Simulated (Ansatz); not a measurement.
```xyz
10

B     0.0035    0.4621   -0.0410
O     0.0657   -0.0321    1.5802
H    -0.8135   -0.3613    1.8226
C     1.3684    0.0225   -0.6997
H     1.4963   -1.0722   -0.6809
H     1.3828    0.3335   -1.7564
H     2.2441    0.4818   -0.2133
H    -1.0276   -0.0562   -0.4150
Cl   -0.1965    2.2986    0.2062
H     0.1915    0.8077    2.0609
```

Theory: Ansatz, RKS CAM-B3LYP-D4/def2-SVP.

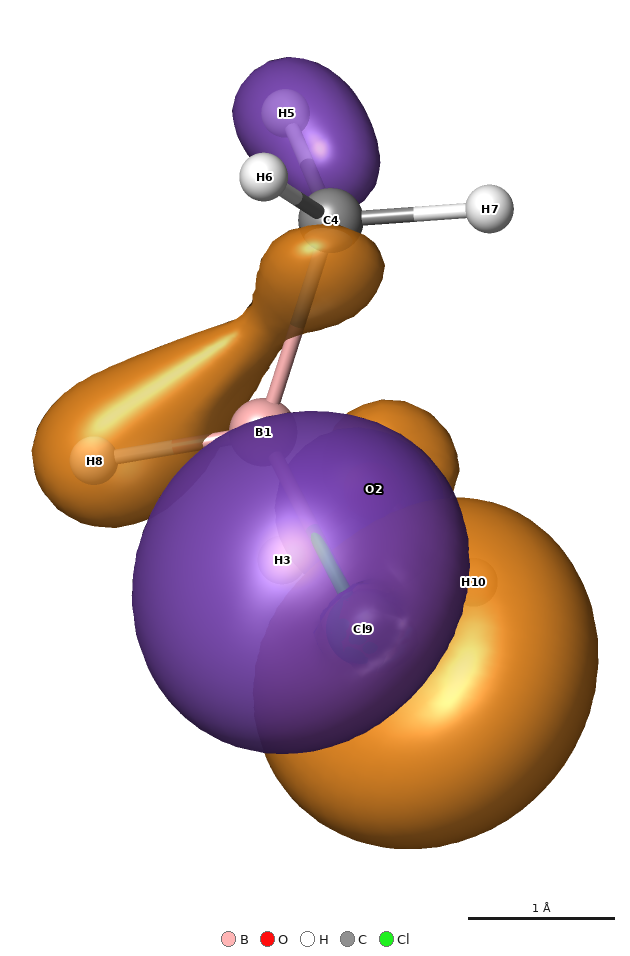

CH4BCl···H2O. The HOMO−1 at ±0.1 Å⁻³ᐟ² (orange and purple are the two phases), seen at an oblique angle.

Describe this orbital and give its energy.

Answer. It lies mainly on Cl9 (about 80 %); largely a lone pair of Cl9. Its energy is −9.55 eV.
